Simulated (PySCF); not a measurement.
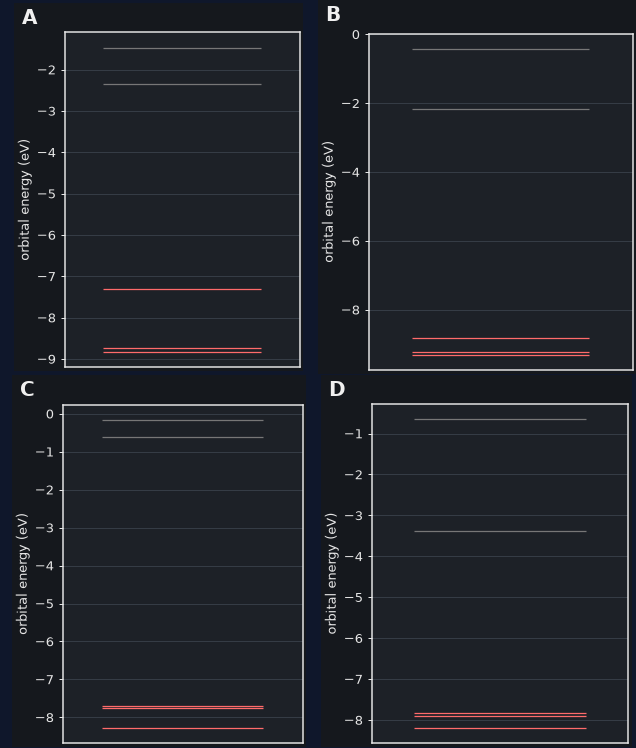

Kohn-Sham orbital energies near the frontier, B3LYP/def2-SVPD, PySCF, at a GFN2-xTB geometry (no frequency check), isolated molecule; empty levels in grey, levels within 0.03 eV side by side.

> Pair each panel with its molecule.
1. C₂H₉BrSi₂, SMILES [SiH3][SiH2]CCBr
2. C₄H₆BCl₂N, SMILES CC[C@@H](C#N)B(Cl)Cl
3. C₂H₅BBr₂Si, SMILES C=CB[SiH](Br)Br
4. C₂H₃Cl₃OSi, SMILES O=C[SiH2]C(Cl)(Cl)Cl

A: 4 (HOMO −7.31 eV, LUMO −2.34 eV)
B: 2 (HOMO −8.82 eV, LUMO −2.17 eV)
C: 1 (HOMO −7.71 eV, LUMO −0.62 eV)
D: 3 (HOMO −7.82 eV, LUMO −3.39 eV)

Limits of at least one run: empty levels above zero depend strongly on the basis; one conformer of a flexible molecule; spin-orbit coupling is left out, and with Br it can shift these levels and split any degenerate set; the tight-binding geometry is rougher than a DFT one and adds to the error.
